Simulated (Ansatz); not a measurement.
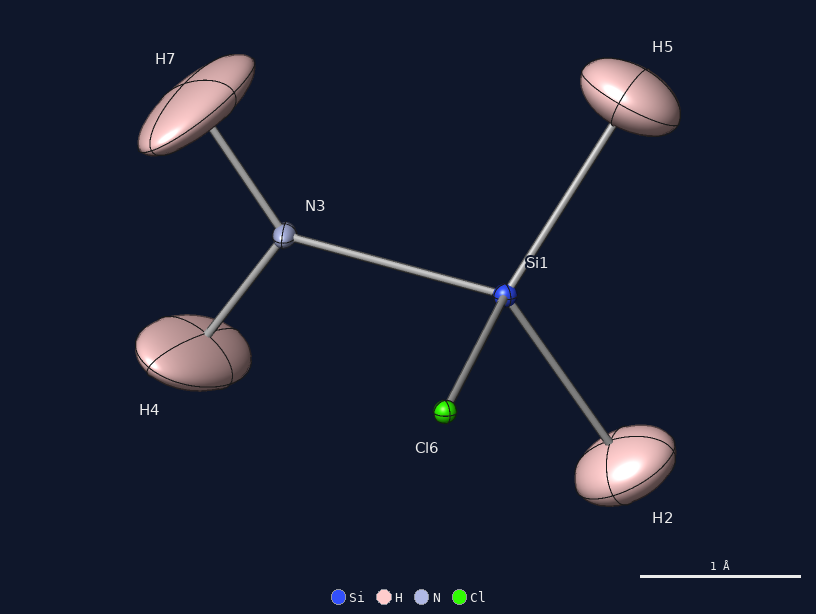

Displacement ellipsoids at the 50 % level, enlarged 1.5 times, from the internal vibrations of the free molecule (harmonic, no overall translation or rotation; no half-axis is drawn under 0.075 Å). Vibrations computed with RKS PBE0-D4/def2-TZVP (Ansatz 0.2.0). Temperature: 200 K.

List U_eq and the three principal root-mean-square amplitudes for each kind of atom.

```json
{"atom": "Si1", "U_eq (Å²)": "0.00066", "rms amplitudes (Å)": "0.016, 0.023, 0.034"}
{"atom": "H2, H5", "U_eq (Å²)": "0.0168", "rms amplitudes (Å)": "0.086, 0.144, 0.149"}
{"atom": "N3", "U_eq (Å²)": "0.0015", "rms amplitudes (Å)": "0.020, 0.028, 0.058"}
{"atom": "H4, H7", "U_eq (Å²)": "0.0302", "rms amplitudes (Å)": "0.068, 0.135, 0.260"}
{"atom": "Cl6", "U_eq (Å²)": "0.00040", "rms amplitudes (Å)": "0.007, 0.015, 0.030"}
```
